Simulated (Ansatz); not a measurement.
**AlBrCl2: a spread of methods and bases**

Aim: run AlBrCl2 under a spread of inputs, and see what each costs and gives.

Method: the settings change from run to run; program: Ansatz 0.2.0, Gaussian basis.

## Step 1: The molecule

The geometry comes from an earlier relaxation with PBE0-D4 in a triple-zeta def2 set; it is a stationary point.

SMILES `[Cl][Al]([Cl])[Br]`, 4 atoms, charge 0, spin multiplicity 1.

Atoms are counted from 1 here; the program's logs count them from 0.

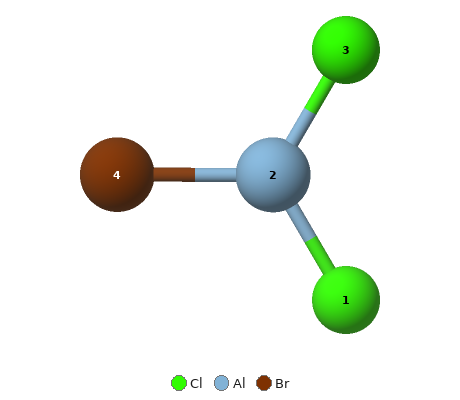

The structure; chlorine green, aluminium light blue, bromine brown; atoms are numbered from 1 in the order of the file.

## Step 2: wB97X/def2-TZVPD

in.yaml reads:

```yaml
crystal:
  periodic: [false, false, false]
  atoms:
    - {symbol: Cl, position_ang: [-0.005094, 0.383326, 2.045193]}
    - {symbol: Al, position_ang: [0.031433, -0.036397, 0.018182]}
    - {symbol: Cl, position_ang: [1.078489, -1.685277, -0.668218]}
    - {symbol: Br, position_ang: [-1.049229, 1.278049, -1.415457]}
basis:
  gaussian: {orbitals: def2-TZVPD}
hamiltonian: {xc: {name: wB97X}}
output: {forces: true}
```

Started as:

```
ansatz run in.yaml --threads 2 --pin off --events-out ev --progress --plain --max-ram 32768MiB --backend cpu
```

Log (excerpt; [...] marks lines left out):

```text
Functional definition: wB97X
  name "wB97X"
  cite "Chai & Head-Gordon, J. Chem. Phys. 128, 084106 (2008) doi:10.1063/1.2834918"
  cite "Becke, J. Chem. Phys. 107, 8554 (1997) doi:10.1063/1.475007"
[...]
  # The coefficients of nought are those of the uniform gas.
[...]
      + exact_x_lr(omega)
[...]
      + integral(e_c_pw_opposite_spin*poly(b97_u_opposite, 1, cos1, cos2, cos3, cos4))
1300 factors; their error is unknown
270 factors; integrals over basis functions are off by at most 9.7e-5 eV
[...]
mean field -101695.90448190 eV, -3737.2555577499 hartree, gradient 2.9e-5 eV, S^2 0.000000; 0 other end points of the search recorded, 0 dependent functions left out
[...]
reference -101695.90442884 eV, -3737.2555558000 hartree; 41, 41 occupied and 151, 151 virtual orbitals, 1300 factors
Total energy: -101695.90442884 eV, -3737.2555558000 hartree
Atom 0 at    -0.005094     0.383326     2.045193 Å, force     0.002658    -0.014815    -0.060566 eV/Å
Atom 1 at     0.031433    -0.036397     0.018182 Å, force    -0.007565     0.009184    -0.010023 eV/Å
Atom 2 at     1.078489    -1.685277    -0.668218 Å, force    -0.030802     0.049060     0.023220 eV/Å
Atom 3 at    -1.049229     1.278049    -1.415457 Å, force     0.035709    -0.043429     0.047368 eV/Å
Dipole moment:    -0.021469     0.026118    -0.028485 e Å
```

Wall time 14 s (2 threads, shared host); peak memory 0.78 GiB.

Largest force 0.074 eV/Å, dipole 0.21 D.

## Step 3: CAM-B3LYP/cc-pVTZ

Options: unrestricted orbitals, D3(BJ) dispersion, relativity set to none.

in.yaml, as its differences from that of step 2:

```diff
@@ -8,4 +8,4 @@
 basis:
-  gaussian: {orbitals: def2-TZVPD}
-hamiltonian: {xc: {name: wB97X}}
-output: {forces: true}
+  gaussian: {orbitals: cc-pVTZ}
+magnetization: {spin_polarized: true, initial_magnetization: 0}
+hamiltonian: {xc: {name: CAM-B3LYP}, dispersion: d3bj, pseudopotentials: {relativity: none}}
```

Same command.

Log (excerpt; [...] marks lines left out):

```text
Functional definition: CAM-B3LYP
  name "CAM-B3LYP"
  cite "Yanai, Tew & Handy, Chem. Phys. Lett. 393, 51 (2004) doi:10.1016/j.cplett.2004.06.011"
  cite "Iikura, Tsuneda, Yanai & Hirao, J. Chem. Phys. 115, 3540 (2001) doi:10.1063/1.1383587"
  cite "Becke, Phys. Rev. A 38, 3098 (1988) doi:10.1103/PhysRevA.38.3098"
  cite "Lee, Yang & Parr, Phys. Rev. B 37, 785 (1988) doi:10.1103/PhysRevB.37.785"
  cite "Vosko, Wilk & Nusair, Can. J. Phys. 58, 1200 (1980) doi:10.1139/p80-159"
[...]
  # Exact exchange under (alpha + beta erf(omega r))/r, Becke's under what is left of 1/r.
[...]
904 factors; integrals over basis functions are off by at most 1.3e-3 eV
214 factors; integrals over basis functions are off by at most 5.2e-5 eV
[...]
mean field -101701.25474887 eV, -3737.4521764345 hartree, gradient 1.7e-5 eV, S^2 0.000000; 0 other end points of the search recorded, 0 dependent functions left out
reference -101701.25487081 eV, -3737.4521809157 hartree; 41, 41 occupied and 104, 104 virtual orbitals, 904 factors
Total energy: -101701.39729673 eV, -3737.4574149718 hartree
```

Wall time 9 s (2 threads, shared host); peak memory 0.55 GiB.

⟨S²⟩ 0.000.

## Step 4: SPW92/STO-3G

This run has density fitting with cc-pVTZ-jkfit, finite nuclei, relativity set to none, the search for lower states set to full.

in.yaml reads:

```yaml
crystal:
  periodic: [false, false, false]
  atoms:
    - {symbol: Cl, position_ang: [-0.005094, 0.383326, 2.045193]}
    - {symbol: Al, position_ang: [0.031433, -0.036397, 0.018182]}
    - {symbol: Cl, position_ang: [1.078489, -1.685277, -0.668218]}
    - {symbol: Br, position_ang: [-1.049229, 1.278049, -1.415457]}
basis:
  gaussian: {orbitals: STO-3G, fitting: {mean_field: cc-pVTZ-jkfit}, nuclear_model: gaussian}
hamiltonian: {xc: {name: SPW92}, pseudopotentials: {relativity: none}}
scf: {lower_state_search: full}
output: {forces: true}
```

The command is unchanged.

Log (excerpt; [...] marks lines left out):

```text
Functional definition: SPW92
  name "SPW92"
  cite "Dirac, Proc. Camb. Phil. Soc. 26, 376 (1930) doi:10.1017/S0305004100016108"
  cite "Slater, Phys. Rev. 81, 385 (1951) doi:10.1103/PhysRev.81.385"
  cite "Perdew & Wang, Phys. Rev. B 45, 13244 (1992) doi:10.1103/PhysRevB.45.13244"
[...]
570 factors; integrals over basis functions are off by at most 1.9e-2 eV
[...]
mean field -100361.12687353 eV, -3688.2033853872 hartree, gradient 6.5e-5 eV, S^2 0.000000; 0 other end points of the search recorded, 0 dependent functions left out
[...]
reference -100361.12688910 eV, -3688.2033859592 hartree; 41, 41 occupied and 4, 4 virtual orbitals, 570 factors
Total energy: -100361.12688910 eV, -3688.2033859592 hartree
Atom 0 at    -0.005094     0.383326     2.045193 Å, force     0.031459    -0.096312    -0.279313 eV/Å
Atom 1 at     0.031433    -0.036397     0.018182 Å, force    -0.545071     0.662972    -0.723096 eV/Å
Atom 2 at     1.078489    -1.685277    -0.668218 Å, force    -0.136155     0.223670     0.140410 eV/Å
Atom 3 at    -1.049229     1.278049    -1.415457 Å, force     0.649768    -0.790330     0.861999 eV/Å
Dipole moment:    -0.092495     0.112511    -0.122711 e Å
```

Run time: 0.61 s. Hardware: 2 threads, shared host.

Largest force 1.338 eV/Å, dipole 0.91 D.

## Step 5: B2GP-PLYP/cc-pVTZ

This run has multiplicity 3, atoms shaken by 0.03 Å.

in.yaml reads:

```yaml
crystal:
  periodic: [false, false, false]
  atoms:
    - {symbol: Cl, position_ang: [0.020403, 0.394592, 2.033563]}
    - {symbol: Al, position_ang: [0.004316, -0.008099, 0.025975]}
    - {symbol: Cl, position_ang: [1.089622, -1.630768, -0.649984]}
    - {symbol: Br, position_ang: [-1.034799, 1.356243, -1.393582]}
basis:
  gaussian: {orbitals: cc-pVTZ}
magnetization: {spin_polarized: true, initial_magnetization: 2}
hamiltonian: {xc: {name: B2GP-PLYP}}
```

Same command.

Log (excerpt; [...] marks lines left out):

```text
Functional definition: B2GP-PLYP
  name "B2GP-PLYP"
  cite "Karton, Tarnopolsky, Lamère, Schatz & Martin, J. Phys. Chem. A 112, 12868 (2008) doi:10.1021/jp801805p"
  cite "Becke, Phys. Rev. A 38, 3098 (1988) doi:10.1103/PhysRevA.38.3098"
  cite "Lee, Yang & Parr, Phys. Rev. B 37, 785 (1988) doi:10.1103/PhysRevB.37.785"
[...]
904 factors; integrals over basis functions are off by at most 1.4e-3 eV
[...]
mean field -101654.89381557 eV, -3735.7484435605 hartree, gradient 5.7e-6 eV, S^2 2.008391; 7 other end points of the search recorded, 0 dependent functions left out
24 core orbitals not correlated, not the lowest: weight in the atoms' cores, before any rotation towards them, 0.999 or more for the frozen orbitals, at most 0.000 for the correlated occupied ones
reference -101654.89393362 eV, -3735.7484478986 hartree; 18, 16 occupied and 103, 105 virtual orbitals, 904 factors
second order -20.16778252 eV of doubles, -0.00000000 eV of singles
Total energy: -101662.15433532 eV, -3736.0152627400 hartree
```

Run time: 40 s. Hardware: 2 threads, shared host; peak memory 0.55 GiB.

⟨S²⟩ 2.008.

## Step 6: SPW92/6-31G*

Set apart from the defaults: finite nuclei, the search for lower states set to light.

in.yaml reads:

```yaml
crystal:
  periodic: [false, false, false]
  atoms:
    - {symbol: Cl, position_ang: [-0.005094, 0.383326, 2.045193]}
    - {symbol: Al, position_ang: [0.031433, -0.036397, 0.018182]}
    - {symbol: Cl, position_ang: [1.078489, -1.685277, -0.668218]}
    - {symbol: Br, position_ang: [-1.049229, 1.278049, -1.415457]}
basis:
  gaussian: {orbitals: "6-31G*", nuclear_model: gaussian}
hamiltonian: {xc: {name: SPW92}}
scf: {lower_state_search: light}
```

Launched as before.

Log:

```text
Functional definition: SPW92
  name "SPW92"
  cite "Dirac, Proc. Camb. Phil. Soc. 26, 376 (1930) doi:10.1017/S0305004100016108"
  cite "Slater, Phys. Rev. 81, 385 (1951) doi:10.1103/PhysRev.81.385"
  cite "Perdew & Wang, Phys. Rev. B 45, 13244 (1992) doi:10.1103/PhysRevB.45.13244"
  exchange = slater_x
  correlation = pw_c
1008 factors; their error is unknown
mean field evaluation 1: about -101477.0038 eV, gradient 2.0e1 eV
mean field evaluation 2: about -101476.2676 eV, gradient 2.6e1 eV
mean field evaluation 4: about -101478.1390 eV, gradient 1.3e0 eV
mean field evaluation 8: about -101478.1417 eV, gradient 1.0e-2 eV
mean field evaluation 16: about -101478.1155 eV, gradient 1.9e-5 eV
mean field -101478.11550374 eV, -3729.2519604252 hartree, gradient 1.6e-5 eV, S^2 0.000000; 0 other end points of the search recorded, 0 dependent functions left out
reference -101478.11553814 eV, -3729.2519616895 hartree; 41, 41 occupied and 51, 51 virtual orbitals, 1008 factors
Total energy: -101478.11553814 eV, -3729.2519616895 hartree
```

It took 1.1 s on 2 threads, shared host.

## Step 7: HF/def2-TZVP

Set apart from the defaults: multiplicity 3, density fitting with def2-universal-jkfit, a grid of angular degree 11, the search for lower states set to full.

in.yaml, as its differences from that of step 6:

```diff
@@ -8,4 +8,6 @@
 basis:
-  gaussian: {orbitals: "6-31G*", nuclear_model: gaussian}
-hamiltonian: {xc: {name: SPW92}}
-scf: {lower_state_search: light}
+  gaussian: {orbitals: def2-TZVP, fitting: {mean_field: def2-universal-jkfit}, final_grid: {core_spheres: 5, valence_spheres: 4, degree: 11}}
+magnetization: {spin_polarized: true, initial_magnetization: 2}
+hamiltonian: {xc: {name: HF}}
+scf: {lower_state_search: full}
+output: {forces: true}
```

Same command.

Log (excerpt; [...] marks lines left out):

```text
Functional definition: HF
  name "HF"
  cite "Fock, Z. Phys. 61, 126 (1930) doi:10.1007/BF01340294"
  parent pbe
[...]
650 factors; integrals over basis functions are off by at most 3.1e-1 eV
[...]
mean field -101590.02707144 eV, -3733.3646346819 hartree, gradient 2.0e-6 eV, S^2 2.011698; 12 other end points of the search recorded, 0 dependent functions left out
[...]
reference -101590.02707144 eV, -3733.3646346819 hartree; 42, 40 occupied and 117, 119 virtual orbitals, 650 factors
Total energy: -101590.02707144 eV, -3733.3646346819 hartree
Atom 0 at    -0.005094     0.383326     2.045193 Å, force    -1.103629    -0.321669     1.105614 eV/Å
Atom 1 at     0.031433    -0.036397     0.018182 Å, force     4.695443    -0.220160     2.042935 eV/Å
Atom 2 at     1.078489    -1.685277    -0.668218 Å, force    -0.506628    -1.461366    -0.389341 eV/Å
Atom 3 at    -1.049229     1.278049    -1.415457 Å, force    -3.085186     2.003194    -2.759209 eV/Å
Dipole moment:    -1.040573     0.424236    -0.738968 e Å
```

Wall time 2 min (2 threads, shared host); peak memory 0.47 GiB.

Largest force 5.125 eV/Å, dipole 6.46 D, ⟨S²⟩ 2.012.

## Step 8: r2SCAN/def2-SVPD

in.yaml reads:

```yaml
crystal:
  periodic: [false, false, false]
  atoms:
    - {symbol: Cl, position_ang: [-0.005094, 0.383326, 2.045193]}
    - {symbol: Al, position_ang: [0.031433, -0.036397, 0.018182]}
    - {symbol: Cl, position_ang: [1.078489, -1.685277, -0.668218]}
    - {symbol: Br, position_ang: [-1.049229, 1.278049, -1.415457]}
basis:
  gaussian: {orbitals: def2-SVPD}
hamiltonian: {xc: {name: r2SCAN}}
output: {forces: true}
```

Launched as before.

Log (excerpt; [...] marks lines left out):

```text
Functional definition: r2SCAN
  name "r2SCAN"
  cite "Furness, Kaplan, Ning, Perdew & Sun, J. Phys. Chem. Lett. 11, 8208 (2020) doi:10.1021/acs.jpclett.0c02405"
  cite "Furness, Kaplan, Ning, Perdew & Sun, J. Phys. Chem. Lett. 11, 9248 (2020) doi:10.1021/acs.jpclett.0c03077"
  parent r2scan
[...]
1220 factors; their error is unknown
[...]
mean field -101673.99285472 eV, -3736.4503203035 hartree, gradient 2.6e-5 eV, S^2 0.000000; 0 other end points of the search recorded, 0 dependent functions left out
[...]
reference -101673.99287280 eV, -3736.4503209678 hartree; 41, 41 occupied and 78, 78 virtual orbitals, 1220 factors
Total energy: -101673.99287280 eV, -3736.4503209678 hartree
Atom 0 at    -0.005094     0.383326     2.045193 Å, force    -0.008514     0.084773     0.400215 eV/Å
Atom 1 at     0.031433    -0.036397     0.018182 Å, force    -0.134724     0.163856    -0.178719 eV/Å
Atom 2 at     1.078489    -1.685277    -0.668218 Å, force     0.206334    -0.325380    -0.137787 eV/Å
Atom 3 at    -1.049229     1.278049    -1.415457 Å, force    -0.063096     0.076751    -0.083709 eV/Å
Dipole moment:    -0.024993     0.030404    -0.033159 e Å
```

It took 4.8 s on 2 threads, shared host.

Largest force 0.409 eV/Å, dipole 0.25 D.

## Step 9: B3LYP5/STO-3G

Options: multiplicity 3, atoms shaken by 0.08 Å.

in.yaml reads:

```yaml
crystal:
  periodic: [false, false, false]
  atoms:
    - {symbol: Cl, position_ang: [-0.100640, 0.401045, 2.011973]}
    - {symbol: Al, position_ang: [0.029030, -0.003907, 0.151211]}
    - {symbol: Cl, position_ang: [1.085891, -1.526236, -0.481124]}
    - {symbol: Br, position_ang: [-1.115086, 1.258685, -1.560617]}
basis:
  gaussian: {orbitals: STO-3G}
magnetization: {spin_polarized: true, initial_magnetization: 2}
hamiltonian: {xc: {name: B3LYP5}}
```

Launched as before.

Log (excerpt; [...] marks lines left out):

```text
Functional definition: B3LYP5
  name "B3LYP5"
  cite "Stephens, Devlin, Chabalowski & Frisch, J. Phys. Chem. 98, 11623 (1994) doi:10.1021/j100096a001"
  cite "Becke, Phys. Rev. A 38, 3098 (1988) doi:10.1103/PhysRevA.38.3098"
  cite "Lee, Yang & Parr, Phys. Rev. B 37, 785 (1988) doi:10.1103/PhysRevB.37.785"
  cite "Vosko, Wilk & Nusair, Can. J. Phys. 58, 1200 (1980) doi:10.1139/p80-159"
[...]
464 factors; integrals over basis functions are off by at most 1.4e-5 eV
[...]
mean field -100560.16077678 eV, -3695.5177464217 hartree, gradient 4.4e-6 eV, S^2 2.000990; 9 other end points of the search recorded, 0 dependent functions left out
reference -100560.16093590 eV, -3695.5177522692 hartree; 42, 40 occupied and 3, 5 virtual orbitals, 464 factors
Total energy: -100560.16093590 eV, -3695.5177522692 hartree
```

It took 6 s on 2 threads, shared host.

⟨S²⟩ 2.001.

## Step 10: All runs side by side

```
            level  charge  multiplicity  geometry  functions  energy (eV)    time
 wB97X/def2-TZVPD       0             1   relaxed        192  -101695.904    14 s
CAM-B3LYP/cc-pVTZ       0             1   relaxed        145  -101701.397     9 s
     SPW92/STO-3G       0             1   relaxed         45  -100361.127  0.61 s
B2GP-PLYP/cc-pVTZ       0             3    shaken        145  -101662.154    40 s
     SPW92/6-31G*       0             1   relaxed         92  -101478.116   1.1 s
     HF/def2-TZVP       0             3   relaxed        159  -101590.027   2 min
 r2SCAN/def2-SVPD       0             1   relaxed        119  -101673.993   4.8 s
    B3LYP5/STO-3G       0             3    shaken         45  -100560.161     6 s
```

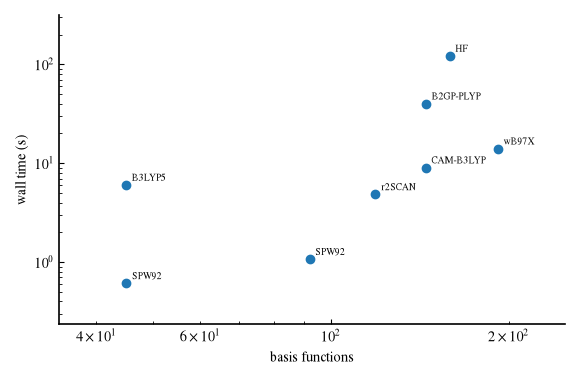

Wall time against the number of basis functions (shared host).

## Step 11: Results

```
                                         quantity                 value
                                             runs                     8
                                         quickest  SPW92/STO-3G, 0.61 s
                                          slowest   HF/def2-TZVP, 2 min
spread of total energies, same state and geometry             1340.3 eV
                  dipole, same state and geometry        0.21 to 0.91 D
```

In words: HF/def2-TZVP took 199 times as long as SPW92/STO-3G. The jobs differ in tasks and options as well as level. The totals spread over 1340 eV; they can't be compared across methods or bases. At the PBE0-D4/def2-TZVP geometry and in the same state, runs without warnings or point charges leave forces up to 1.34 eV/Å (SPW92/STO-3G).
